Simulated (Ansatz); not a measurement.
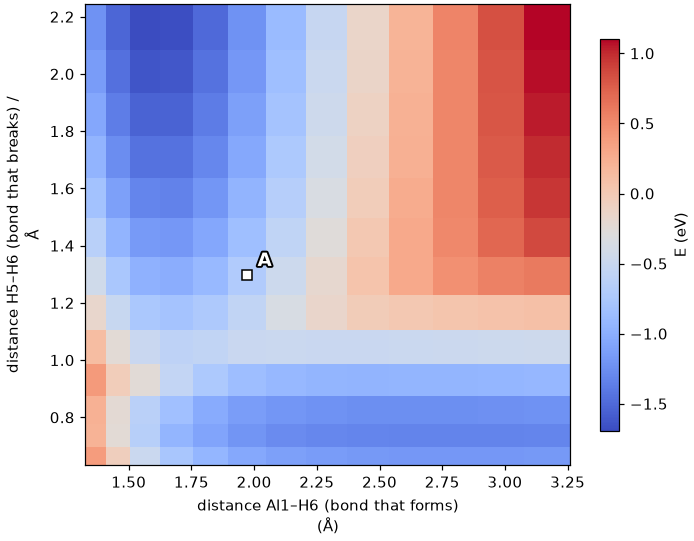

The reacting system AlH₆N (fragments AlH₄N + H₂ where the first distance is long, AlH₆N where the second is long). The first coordinate is: distance Al1–H6 (bond that forms); the second: distance H5–H6 (bond that breaks). Relaxed at each point: all other coordinates. The grid has 13 × 13 points. Points are written as (first, second). All energies are given in eV relative to a guessed transition structure relaxed with its forming and breaking bonds held. Energies and slopes of some neighbouring points disagree (a jump in structure or state, or too coarse a mesh). The reference is spin-restricted, so regions where a bond is pulled apart into radicals lie too high. Theory: Ansatz, RKS PBE0-D4/def2-TZVP.

The picture shows one coloured cell a grid point, the point A.

Q: Which way does the force act at A, and how strong is it?

A: A, at (1.971 Å, 1.297 Å), is not a stationary point. The computed force is 1.5 eV for each Å towards smaller values of the first coordinate and 1.1 eV for each Å towards larger values of the second coordinate.
